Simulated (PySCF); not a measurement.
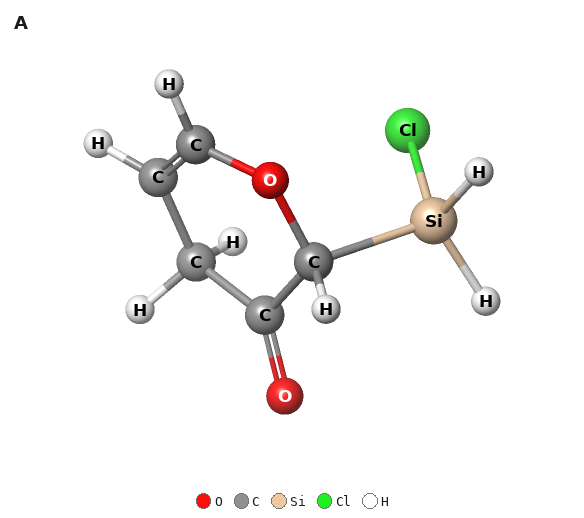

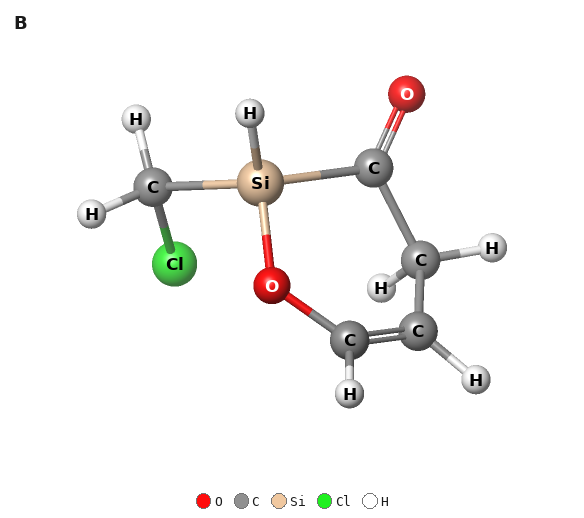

2 stationary structures of one formula. Geometries: GFN2-xTB. Electronic energies: PBE0/pcSseg-1 (PySCF 2.14.0), without zero-point energy. No frequency run is at hand to confirm each as a minimum. Each is one conformer, not always the lowest.

Question: Are they conformers, stereoisomers or constitutional isomers?

Answer: They are constitutional isomers of C5H7ClO2Si: A `O=C1CC=CO[C@@H]1[SiH2]Cl`, B `O=C1CC=CO[Si@@H]1CCl`.

Question: Rank them by energy, lowest first.

Answer: A is lowest; B lies 18.0 kJ/mol above it.

The geometry is semi-empirical. Around Si such bond lengths and angles can be off by a tenth of an ångström or more and by several degrees, and values that hang on the shape move with them.
